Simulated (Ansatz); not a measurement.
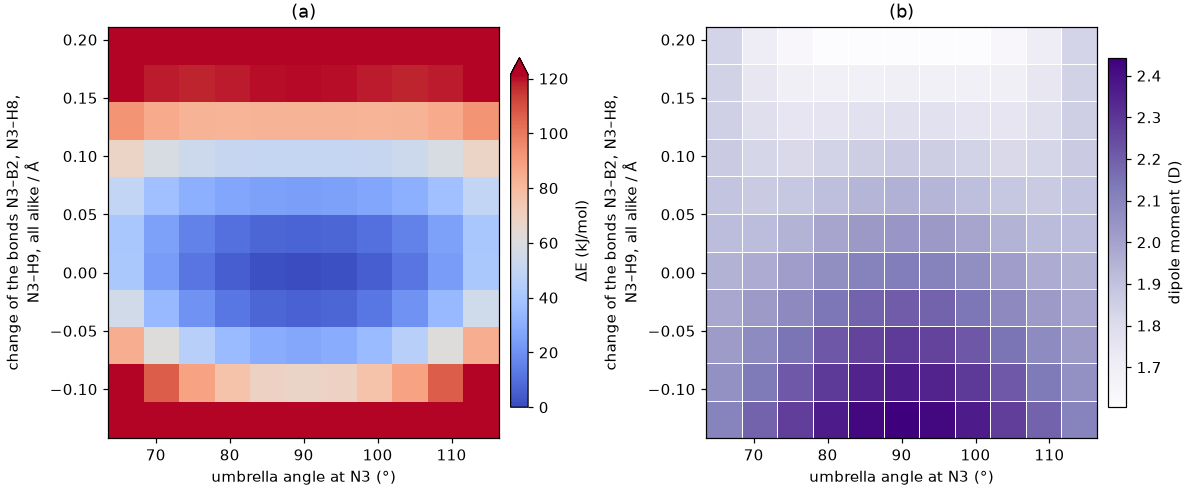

CH₆BNSe, SMILES CB(N)[SeH]. 
- First axis: umbrella angle at N3 (between each of its bonds and their common axis; 90 is planar). Second axis: change of the bonds N3–B2, N3–H8, N3–H9, all alike.
- Nothing is relaxed (all other coordinates rigid).
- The grid has 11 × 11 points.
- Points are written as (first, second).
- Energies are in kJ/mol, from the lowest grid point.
- All numbers below come from Ansatz, RKS PBE-D4/def2-SVP.

Panel (a) is the energy; panel (b) is the computed dipole moment, in D.

The picture shows one coloured cell a grid point, one colour for all values above the top of the scale.

> How does the dipole moment vary over the map, and what is it at the lowest grid point?

Leaving out the highest fifth of the energies, it runs from 1.68 D at (80.4°, 0.163 Å) to 2.37 D at (90.0°, −0.094 Å). At the lowest grid point, (90.0°, 0.002 Å), it is 2.12 D.
